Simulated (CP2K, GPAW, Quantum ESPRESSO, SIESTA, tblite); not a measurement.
## Running amorphous carbon (160 atoms) with SIESTA

Aim: run amorphous carbon (160 atoms) in SIESTA and see how near its forces come to a plane-wave reference, and at what cost.

Main program and level: SIESTA 5.4.2; the method is named at each step.

**1. Set-up**

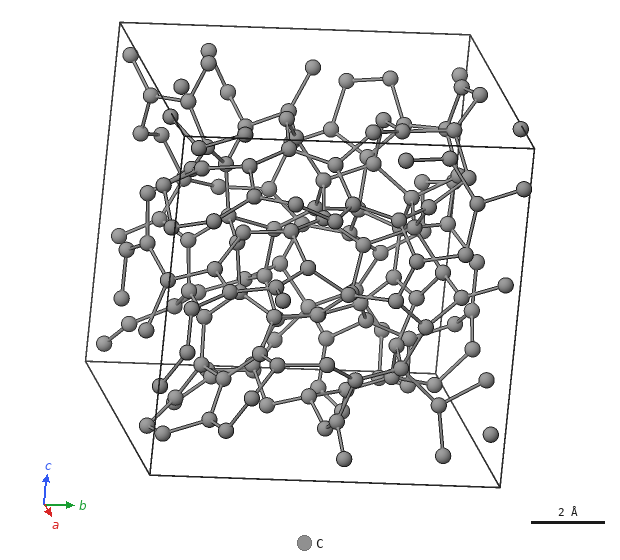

The cell as given, slightly off an axis (carbon grey). Bonds to atoms that aren't drawn are left out. Some periodic images of atoms are drawn too.

The cell holds 160 atoms: 160 C. Its edges and angles: a = 9.922 Å, b = 9.922 Å, c = 9.922 Å, α = 90.0°, β = 90.0°, γ = 90.0°. 160 atoms (160 C) placed at random at 3.27 g/cm³, melted at 6000 K for 10 ps at fixed volume with the LCBOP (Los and Fasolino, Phys. Rev. B 68, 024107 (2003)). Quenched from 6000 K to 300 K at 500 K/ps and fixed volume, held 5 ps. Then every atom was moved at random, 0.02 Å r.m.s. a Cartesian component.

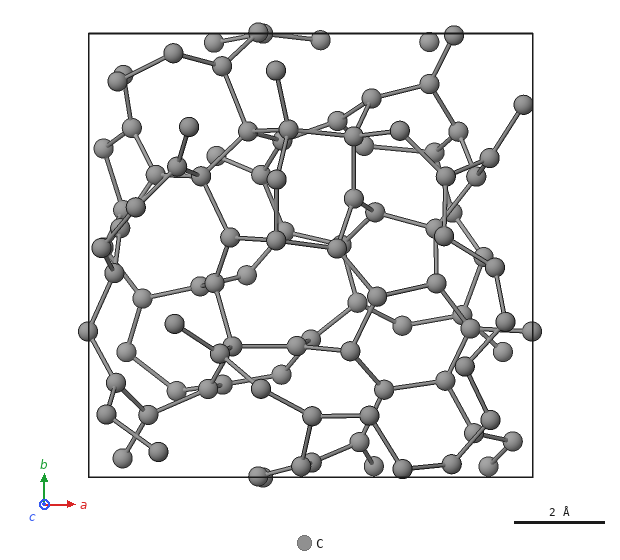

A slice 6 Å thick through the middle of the cell. Bonds to atoms that aren't drawn are left out.

The yardstick, on the same geometry:

```
method                 : Kohn-Sham DFT, PBE, SSSP efficiency 1.3.0 pseudopotentials, plane waves (Quantum ESPRESSO 7.5); sssp-pbe-1.3.0-efficiency, cutoffs 45/360 Ry, Γ point
r.m.s. force component : 1.906 eV/Å
longest force          : 8.371 eV/Å
pressure               : 62.9 GPa
time                   : 2.5 min on 4 MPI ranks of Arm Neoverse V1, shared host
CPU time               : 10 min
```

**2. PBE, DZP, shift 0.01 Ry, mesh 300 Ry**

Method: Kohn-Sham DFT, PBE, PseudoDojo 0.4.1 norm-conserving pseudopotentials (converted to PSML), numerical atomic orbitals (DZP), diagonalisation.

The .psml files are PseudoDojo norm-conserving potentials that we converted to this format, checked against plane waves on the same files for H, C, O, Si, Ge and Ca alone.

input.fdf

```
SystemLabel cell
NumberOfAtoms 160
NumberOfSpecies 1
%block ChemicalSpeciesLabel
  1 6 C
%endblock ChemicalSpeciesLabel
LatticeConstant 1.0 Ang
%block LatticeVectors
  9.92200 0.00000 0.00000
  0.00000 9.92200 0.00000
  0.00000 0.00000 9.92200
%endblock LatticeVectors
PAO.BasisSize DZP
PAO.EnergyShift 0.01 Ry
XC.Functional GGA
XC.Authors PBE
MeshCutoff 300 Ry
%block kgrid_Monkhorst_Pack
  1 0 0 0.0
  0 1 0 0.0
  0 0 1 0.0
%endblock kgrid_Monkhorst_Pack
SolutionMethod diagon
OccupationFunction FD
ElectronicTemperature 580 K
SCF.Mixer.Method Pulay
SCF.Mixer.Weight 0.05
SCF.Mixer.History 8
SCF.Mix Hamiltonian
MaxSCFIterations 300
SCF.DM.Tolerance 1e-04
SCF.H.Tolerance 1.0e-3 eV
WriteForces T
Write.HirshfeldPop T
Write.VoronoiPop T
Write.DM F
Write.H F
XML.Write F
AtomicCoordinatesFormat Fractional
%block AtomicCoordinatesAndAtomicSpecies
  0.70898 0.25724 0.82340 1
  0.81759 0.02977 0.67082 1
  0.51998 0.88749 0.13727 1
  0.42169 0.91638 0.72285 1
  0.15680 0.05738 0.72706 1
  0.78128 0.56037 0.47899 1
  0.42222 0.53393 0.69519 1
  0.26096 0.44944 0.84200 1
  0.29541 0.27867 0.69106 1
  0.13188 0.81175 0.02518 1
  0.55822 0.07303 0.00028 1
  0.43598 0.75871 0.42186 1
  0.28212 0.97941 0.24031 1
  0.84142 0.36578 0.28396 1
  0.60524 0.39357 0.34852 1
  0.13413 0.14084 0.46946 1
  0.42321 0.67099 0.74962 1
  0.87762 0.78881 0.92160 1
  0.11500 0.01481 0.94264 1
  0.50224 0.03355 0.51839 1
  0.44129 0.55342 0.30587 1
  0.63224 0.13909 0.78643 1
  0.81922 0.59652 0.24089 1
  0.70634 0.34173 0.27147 1
  0.87294 0.67763 0.49582 1
  0.30164 0.20906 0.31657 1
  0.66842 0.60827 0.92239 1
  0.55099 0.75653 0.16659 1
  0.43411 0.23148 0.28522 1
  0.65241 0.25641 0.17689 1
  0.94921 0.18411 0.99449 1
  0.14134 0.31801 0.03447 1
  0.64535 0.59729 0.44013 1
  0.78664 0.00145 0.98608 1
  0.06485 0.89210 0.58306 1
  0.19343 0.34584 0.77057 1
  0.80033 0.54341 0.75120 1
  0.78330 0.43713 0.55472 1
  0.76739 0.88616 0.47761 1
  0.38793 0.19966 0.76976 1
  0.74035 0.20945 0.08394 1
  0.25117 0.43050 0.35237 1
  0.84707 0.24989 0.77984 1
  0.26375 0.61300 0.03299 1
  0.19065 0.95554 0.62877 1
  0.88951 0.49643 0.30589 1
  0.03344 0.51818 0.31832 1
  0.70078 0.78092 0.71876 1
  0.21945 0.63118 0.16379 1
  0.47848 0.02509 0.65766 1
  0.30037 0.92628 0.53989 1
  0.34370 0.18991 0.00189 1
  0.58914 0.28425 0.58810 1
  0.05765 0.46017 0.54446 1
  0.46888 0.29600 0.51889 1
  0.19806 0.19451 0.23594 1
[... 100 atom lines left out ...]
  0.28672 0.29994 0.06292 1
  0.46725 0.16579 0.05583 1
  0.06362 0.24722 0.94582 1
  0.97954 0.83940 0.67389 1
%endblock AtomicCoordinatesAndAtomicSpecies
```

Launch:

```console
> OMP_NUM_THREADS=1 mpirun -np 4 siesta < input.fdf > output.txt
```

Output:

```text
Version         : 5.4.2
reinit: System Name:
reinit: System Label: cell
initatom: Reading input for the pseudopotentials and atomic orbitals ----------
Species number:   1 Atomic number:    6 Label: C
Ground state valence configuration (from tables):   2s02  2p02  3d00  4f00
---- Processing specs for species: C
GGA--PBE XC_GGA_X_PBE--XC_GGA_C_PBE pb
C pseudopotential only contains V_ls up to l=1 -- lmxkb reset.
Using PAO.SplitTailNorm
%block ChemicalSpeciesLabel
    1    6 C                       # Species index, atomic number, species label
%endblock ChemicalSpeciesLabel
%block PAO.Basis                 # Define Basis set
C                     2                    # Species label, number of l-shells
 n=2   0   2                         # n, l, Nzeta
   4.484      3.048
   1.000      1.000
 n=2   1   2 P   1                   # n, l, Nzeta, Polarization, NzetaPol
   5.436      3.692
   1.000      1.000
%endblock PAO.Basis
coor:   Atomic-coordinates input format  =     Fractional
siesta: System type = bulk
initatomlists: Number of atoms, orbitals, and projectors:    160  2080  1280
siesta: ******************** Simulation parameters ****************************
Total number of electrons:   640.000000
Total ionic charge:   640.000000
 Kpoints in:            1 . Kpoints trimmed:            1
siesta: k-grid: Number of k-points = 1
siesta: k-points from Monkhorst-Pack grid
siesta: k-cutoff (effective) =     4.961 Ang
siesta: k-point supercell and displacements
siesta: k-grid:     1     0     0      0.000
siesta: k-grid:     0     1     0      0.000
siesta: k-grid:     0     0     1      0.000
                     ====================================
                        Single-point calculation
                     ====================================
outcell: Unit cell vectors (Ang):
        9.922000    0.000000    0.000000
        0.000000    9.922000    0.000000
        0.000000    0.000000    9.922000
outcell: Cell vector modules (Ang)   :    9.922000    9.922000    9.922000
outcell: Cell angles (23,13,12) (deg):     90.0000     90.0000     90.0000
outcell: Cell volume (Ang**3)        :    976.7820
Gamma-point calculation with multiply-connected orbital pairs
Gamma-point calculation with multiply-connected orbital pairs
Folding of H and S implicitly performed
Folding of H and S implicitly performed
new_DM -- step:     1
Initializing Density Matrix...
Attempting to read DM from file... Failed...
DM filled with atomic data:
InitMesh: MESH = 108 x 108 x 108 = 1259712
InitMesh: Mesh cutoff (required, used) =   300.000   327.455 Ry
stepf: Fermi-Dirac step function
        iscf     Eharris(eV)        E_KS(eV)     FreeEng(eV)     dDmax    Ef(eV) dHmax(eV)
   scf:    1   -25417.283961   -25976.373612   -25976.644773  1.839983 -5.498233  7.515963
   scf:    2   -25987.537250   -25982.626803   -25982.916774  0.042801 -5.446064  5.057559
   scf:    3   -25991.645624   -25987.613651   -25987.921187  0.048246 -5.360379  3.332977
   scf:    4   -25995.767195   -25992.132985   -25992.450467  0.036912 -5.215045  1.661977
   scf:    5   -25996.580065   -25994.520071   -25994.843498  0.025521 -5.074579  1.559508
   scf:    6   -25997.599805   -25996.197492   -25996.521466  0.026784 -4.909650  0.984250
   scf:    7   -25997.169973   -25996.720974   -25997.044045  0.013982 -4.819452  0.612806
   scf:    8   -25997.095970   -25996.942413   -25997.262855  0.009450 -4.766060  0.238307
   scf:    9   -25997.016904   -25996.987530   -25997.307556  0.005339 -4.752474  0.105114
   scf:   10   -25996.997201   -25996.992601   -25997.312208  0.000597 -4.751157  0.077155
   scf:   11   -25997.008066   -25997.001412   -25997.320713  0.001387 -4.748637  0.035600
   scf:   12   -25997.004550   -25997.003049   -25997.322248  0.000404 -4.748424  0.022921
[...]
scf:   17   -25997.005304   -25997.005289   -25997.324462  0.000126 -4.750283  0.004558
   scf:   18   -25997.005372   -25997.005333   -25997.324523  0.000224 -4.750277  0.002789
   scf:   19   -25997.005353   -25997.005344   -25997.324546  0.000171 -4.750214  0.001753
   scf:   20   -25997.005342   -25997.005343   -25997.324551  0.000070 -4.750203  0.001007
   scf:   21   -25997.005346   -25997.005344   -25997.324553  0.000043 -4.750235  0.000606
SCF Convergence by DM+H criterion
max |DM_out - DM_in|         :     0.0000426059
max |H_out - H_in|      (eV) :     0.0006058768
SCF cycle converged after 21 iterations
Using DM_out to compute the final energy and forces
siesta: E_KS(eV) =           -25997.0053
siesta: E_KS - E_eggbox =    -25997.0053
siesta: Atomic forces (eV/Ang):
     1   -0.816209    0.861054   -0.994307
     2    0.202682    1.438630    0.288008
     3    0.191519    0.904869   -0.261681
     4   -0.076716   -1.119813   -1.074917
     5   -2.125132   -0.375933   -5.039360
     6    2.220519   -0.206867   -1.259479
     7    0.936096   -0.747060   -2.764987
     8   -0.301234   -1.756440    0.740581
     9    1.430661   -3.151967   -0.110945
    10    2.981731    1.740637    1.023692
    11   -0.107257    0.261280   -0.128964
    12    0.532976    2.966852    3.401964
[...]
156   -0.674559    0.594600    3.886462
   157   -5.691065   -0.469447   -0.722278
   158    0.814752   -2.332280   -2.053455
   159    0.029795   -2.433362    1.927983
   160   -4.254585   -3.621173    0.644179
----------------------------------------
   Tot    0.004757   -0.009318    0.005558
----------------------------------------
   Max    7.233757
   Res    2.054755    sqrt( Sum f_i^2 / 3N )
----------------------------------------
   Max    7.233757    constrained
Stress tensor Voigt[x,y,z,yz,xz,xy] (kbar):     -772.92     -740.87     -707.47      -90.75      -41.78      -46.38
(Free)E + p*V (eV/cell)   -25545.9200
Target enthalpy (eV/cell)   -25997.3246
siesta: Program's energy decomposition (eV):
siesta: Ebs     =     -9261.658994
siesta: Eions   =     45145.874890
siesta: Ena     =     11726.964063
siesta: Ekin    =     18672.919152
siesta: Enl     =      -985.508313
siesta: DEna    =      -804.893247
siesta: DUscf   =        56.800904
siesta: Ex      =     -8656.398082
siesta: Ec      =      -861.014930
siesta: Exc     =     -9517.413012
siesta: Eharris =    -25997.005346
siesta: Etot    =    -25997.005344
siesta: FreeEng =    -25997.324553
siesta: Final energy (eV):
siesta:  Band Struct. =   -9261.658994
siesta:       Kinetic =   18672.919152
siesta:       Hartree =    3693.790183
siesta:         Exch. =   -8656.398082
siesta:         Corr. =    -861.014930
siesta:   Exch.-corr. =   -9517.413012
siesta:  Ion-electron =  -24858.756101
siesta:       Ion-ion =  -13987.545566
siesta:         Total =  -25997.005344
siesta:         Fermi =      -4.750235
siesta: Stress tensor (static) (eV/Ang**3):
siesta:    -0.482421   -0.028949   -0.026076
siesta:    -0.028949   -0.462413   -0.056640
siesta:    -0.026076   -0.056639   -0.441569
siesta: Cell volume =        976.782045 Ang**3
siesta: Pressure (static):
siesta:                Solid            Molecule  Units
siesta:           0.00503328          0.00581964  Ry/Bohr**3
siesta:           0.46213432          0.53433436  eV/Ang**3
siesta:         740.42081655        856.09802546  kBar
    Orbital volume contribution        =          60.752364 eV
    (Free)E + p_basis*V_orbitals       =      -25936.572189 eV
    (Free)Eharris+ p_basis*V_orbitals  =      -25936.572190 eV
Hirshfeld Atomic Populations:
Atom #   charge [q] valence [e]  Species
     1    -0.008047    4.008047  C
     2    -0.011173    4.011173  C
     3     0.016352    3.983648  C
     4     0.007306    3.992694  C
     5    -0.016297    4.016297  C
     6     0.014513    3.985487  C
     7     0.017130    3.982870  C
     8    -0.007174    4.007174  C
     9    -0.000648    4.000648  C
    10     0.024566    3.975434  C
    11    -0.000415    4.000415  C
    12    -0.031050    4.031050  C
[...]
--------------------
 Total    -0.000035
Voronoi Atomic Populations:
Atom #   charge [q] valence [e]  Species
[...]
156    -0.001519    4.001519  C
   157     0.024438    3.975562  C
   158    -0.012912    4.012912  C
   159     0.009924    3.990076  C
   160     0.003451    3.996549  C
--------------------
 Total    -0.000036
```

Elapsed: 3.9 min, on 4 MPI ranks of Arm Neoverse V1, shared host; peak memory 2.7 GiB.

Banners, paths, timers and routine set-up lines are dropped from the logs unmarked, and long logs keep their key lines alone; longer cuts are marked.

Compared with the plane-wave run:

```
r.m.s. force component                  : 2.055 eV/Å
r.m.s. difference of force components   : 246.2 meV/Å
longest difference of force vectors     : 856.6 meV/Å
force difference over r.m.s. force      : 12.92 %
slope of forces against the reference's : 1.073
correlation of force components         : 0.9951
pressure                                : 74.04 GPa
pressure difference                     : 11.15 GPa
```

This run lies far from the reference in forces at the same functional.

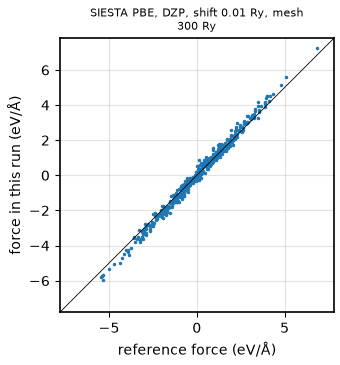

Force components against those of the reference; the line marks equality.

A closer look about C63, picked at random: 14 atoms, nearest first, numbered in the order of the input, with positions taken from that point.

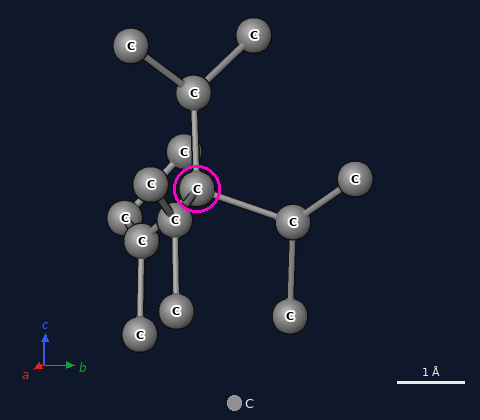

The atoms of the table, within 2.7 Å (arrows a, b, c point along x, y, z); some may hide others; the central atom is ringed.

| atom | x | y | z | distance (Å) | Hirshfeld charge (e) | Fx | Fy | Fz (eV/Å) |
| --- | --- | --- | --- | --- | --- | --- | --- | --- |
| C63 | 0.00 | 0.00 | 0.00 | 0.00 | 0.00 | 0.63 | 1.82 | 1.00 |
| C97 | -0.54 | -0.95 | -0.92 | 1.43 | -0.01 | -3.54 | -2.71 | -0.61 |
| C9 | -0.28 | -0.16 | 1.42 | 1.45 | 0.00 | 1.43 | -3.15 | -0.11 |
| C55 | 1.44 | 0.01 | -0.29 | 1.47 | 0.01 | -3.51 | 0.69 | -0.67 |
| C116 | -0.40 | 1.41 | -0.46 | 1.54 | 0.00 | -0.79 | -2.15 | -2.07 |
| C100 | 1.76 | 0.15 | -1.63 | 2.40 | 0.01 | -2.47 | -2.65 | -0.82 |
| C130 | -0.05 | 2.43 | 0.30 | 2.45 | -0.01 | 0.98 | 1.58 | 0.88 |
| C26 | -0.22 | -0.86 | -2.30 | 2.46 | -0.01 | 3.36 | 1.70 | 4.65 |
| C42 | -0.72 | 1.34 | -1.94 | 2.47 | 0.00 | 0.19 | -0.30 | 0.74 |
| C40 | 0.64 | -0.95 | 2.20 | 2.48 | 0.01 | -5.77 | 4.50 | -1.54 |
| C16 | -1.88 | -1.53 | -0.78 | 2.55 | 0.01 | 7.23 | 4.10 | 2.97 |
| C36 | -1.29 | 0.50 | 2.21 | 2.60 | 0.00 | 2.03 | 3.24 | 1.38 |
| C53 | 2.64 | -0.11 | 0.40 | 2.67 | -0.01 | 1.12 | -1.81 | 0.56 |
| C62 | -2.60 | -0.81 | 0.19 | 2.73 | 0.00 | -0.28 | -2.19 | 0.89 |

Forces lie 13 % from the reference's, at 1.5 times its CPU time.

**3. PBE, SZ, shift 0.01 Ry, mesh 300 Ry**

Method: Kohn-Sham DFT, PBE, PseudoDojo 0.4.1 norm-conserving pseudopotentials (converted to PSML), numerical atomic orbitals (SZ), diagonalisation.

input.fdf: that of step 2 with these lines changed.

```diff
@@ -12,3 +12,3 @@
 %endblock LatticeVectors
-PAO.BasisSize DZP
+PAO.BasisSize SZ
 PAO.EnergyShift 0.01 Ry
```

Launch:

```console
> OMP_NUM_THREADS=1 siesta < input.fdf > output.txt
```

Output:

```text
Version         : 5.4.2
reinit: System Name:
reinit: System Label: cell
initatom: Reading input for the pseudopotentials and atomic orbitals ----------
Species number:   1 Atomic number:    6 Label: C
Ground state valence configuration (from tables):   2s02  2p02  3d00  4f00
---- Processing specs for species: C
GGA--PBE XC_GGA_X_PBE--XC_GGA_C_PBE pb
C pseudopotential only contains V_ls up to l=1 -- lmxkb reset.
Using PAO.SplitTailNorm
%block ChemicalSpeciesLabel
    1    6 C                       # Species index, atomic number, species label
%endblock ChemicalSpeciesLabel
%block PAO.Basis                 # Define Basis set
C                     2                    # Species label, number of l-shells
 n=2   0   1                         # n, l, Nzeta
   4.484
   1.000
[... lines left out ...]
Total number of electrons:   640.000000
[... lines left out ...]
stepf: Fermi-Dirac step function
        iscf     Eharris(eV)        E_KS(eV)     FreeEng(eV)     dDmax    Ef(eV) dHmax(eV)
[... lines left out ...]
SCF Convergence by DM+H criterion
[... lines left out ...]
SCF cycle converged after 21 iterations
[... lines left out ...]
   Max    9.007281
[... lines left out ...]
   Max    9.007281    constrained
Stress tensor Voigt[x,y,z,yz,xz,xy] (kbar):    -1042.59     -952.34     -924.29     -180.70       -7.63      -90.52
[... lines left out ...]
Target enthalpy (eV/cell)   -25787.0276
siesta: Program's energy decomposition (eV):
siesta: Ebs     =     -9622.314918
siesta: Eions   =     45145.874890
siesta: Ena     =     11726.964063
siesta: Ekin    =     17844.837663
siesta: Enl     =      -791.473220
siesta: DEna    =      -100.826320
siesta: DUscf   =         8.776019
siesta: Ex      =     -8454.601654
siesta: Ec      =      -874.505768
siesta: Exc     =     -9329.107422
siesta: Eharris =    -25786.704105
siesta: Etot    =    -25786.704108
siesta: FreeEng =    -25787.027640
siesta: Final energy (eV):
siesta:  Band Struct. =   -9622.314918
siesta:       Kinetic =   17844.837663
siesta:       Hartree =    3076.139262
siesta:         Exch. =   -8454.601654
siesta:         Corr. =    -874.505768
siesta:   Exch.-corr. =   -9329.107422
siesta:  Ion-electron =  -23391.028045
siesta:       Ion-ion =  -13987.545566
siesta:         Total =  -25786.704108
siesta:         Fermi =      -5.048015
siesta: Stress tensor (static) (eV/Ang**3):
siesta:    -0.650731   -0.056499   -0.004762
siesta:    -0.056499   -0.594402   -0.112781
siesta:    -0.004762   -0.112781   -0.576896
siesta: Cell volume =        976.782045 Ang**3
siesta: Pressure (static):
siesta:                Solid            Molecule  Units
siesta:           0.00661480          0.00747691  Ry/Bohr**3
siesta:           0.60734306          0.68649840  eV/Ang**3
siesta:         973.07086444       1099.89169585  kBar
    Orbital volume contribution        =          31.091430 eV
    (Free)E + p_basis*V_orbitals       =      -25755.936210 eV
    (Free)Eharris+ p_basis*V_orbitals  =      -25755.936207 eV
Hirshfeld Atomic Populations:
Atom #   charge [q] valence [e]  Species
     1    -0.000474    4.000474  C
     2    -0.011984    4.011984  C
     3     0.006223    3.993777  C
[...]
--------------------
 Total    -0.000035
Voronoi Atomic Populations:
Atom #   charge [q] valence [e]  Species
[...]
159     0.004661    3.995339  C
   160     0.009476    3.990524  C
--------------------
 Total    -0.000035
```

Wall time 2.3 min (1 thread); peak memory 0.72 GiB.

Against the reference:

```yaml
r_m_s_force_component: 2.611 eV/Å
r_m_s_difference_of_force_components: 989 meV/Å
longest_difference_of_force_vectors: 3337 meV/Å
force_difference_over_r_m_s_force: 51.89 %
slope_of_forces_against_the_reference_s: 1.304
correlation_of_force_components: 0.9516
pressure: 97.31 GPa
pressure_difference: 34.41 GPa
```

This is a coarse setting, run to see what it loses.

Against the first run (13 %), the force difference from the reference is 52 %, at 0.15 times the CPU time (on 1 against 4 cores), with 640 basis functions against 2080: the smaller basis costs accuracy.

(Part 1 of 2 ends here.)

[Also dropped from logs without a mark: logging warnings of Python, and SIESTA's first energy breakdown and zero terms.]

[Logs are printed without paths, hosts, clocks, repeated set-up lines and the standing remarks that a program may print on its own settings, such as how far it seeks lower states.]

[Hosts, paths, dates, database ids (printed as entryN), source tags and the programs' standing remarks are cut or masked in the printed files.]
